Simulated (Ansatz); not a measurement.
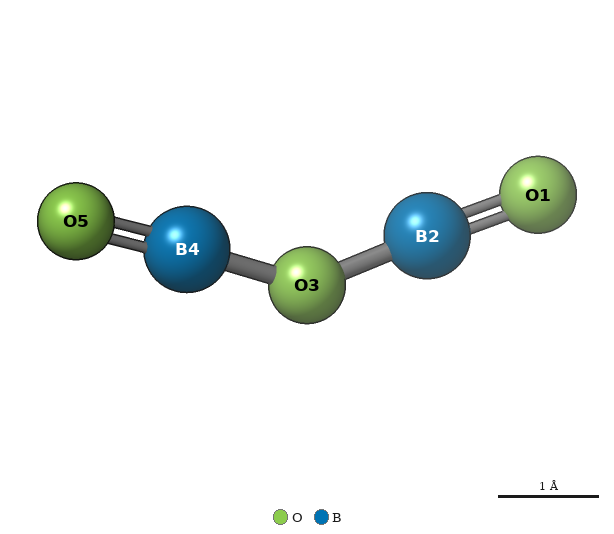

Orthographic view. Atoms fade into the background with distance from the viewer. The geometry was computed by an optimisation with PBE0-D4/def2-TZVP.

Write a MOL file (V2000) with the atoms in numerical order, bonds sorted by atom number with the orders drawn, and coordinates in the frame of the picture: x right, y up, z towards the viewer, origin at the mean position.

```
B2O3
                    3D

  5  4  0  0  0  0  0  0  0  0999 V2000
    2.3100    0.4200   -0.5700 O   0  0  0  0  0  0  0  0  0  0  0  0
    1.2000    0.0200   -0.3400 B   0  0  0  0  0  0  0  0  0  0  0  0
   -0.0000   -0.4800   -0.1000 O   0  0  0  0  0  0  0  0  0  0  0  0
   -1.2000   -0.1200    0.3200 B   0  0  0  0  0  0  0  0  0  0  0  0
   -2.3100    0.1600    0.6900 O   0  0  0  0  0  0  0  0  0  0  0  0
  1  2  2  0
  2  3  1  0
  3  4  1  0
  4  5  2  0
M  END
```
